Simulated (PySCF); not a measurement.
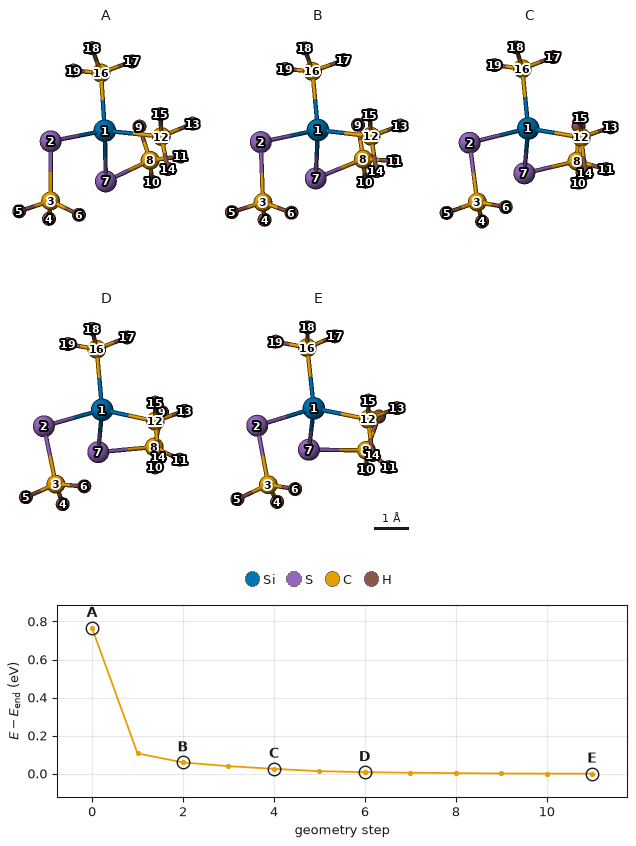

Frames of a relaxation of C₄H₁₂S₂Si, marked on the history of the run. The picture is a ball-and-stick view, seen from a free direction.

The start comes from GFN2-xTB. Its atoms were then displaced at random by about 0.03 Å.

Level of theory: PBE0-D3(BJ)/def2-SVP geometry optimisation, gas phase (PySCF 2.14.0, density-fitted response routines). 

What happens along the run?

Answer. The largest moves after the best rigid fit, 0.88 Å, are those of H9 and H11. By element the largest moves are H 0.88 Å, S 0.61 Å, C 0.33 Å, Si 0.20 Å. Among the contacts that change: Si1–C12 1.997 → 1.876 Å, C3–H4 1.199 → 1.099 Å, C8–H10 1.015 → 1.099 Å, C12–H13 1.162 → 1.101 Å. Among the angles between lasting bonds that change: H10–C8–H11 115.9° → 108.6°, S7–C8–H9 105.2° → 111.9°, H13–C12–H15 101.8° → 108.1°. Groups turn about Si1–S7 by about 35°, Si1–S2 by about 20°. The energy falls by 0.766 eV in 11 geometry steps. From step 0 to 2: H9 moves most (0.21 Å), energy −0.706 eV. From step 2 to 4: H atoms move most (0.26 Å), energy −0.034 eV. From step 4 to 6: H atoms move most (0.26 Å), energy −0.018 eV. From step 6 to 11: H11 moves most (0.26 Å), energy −0.008 eV.
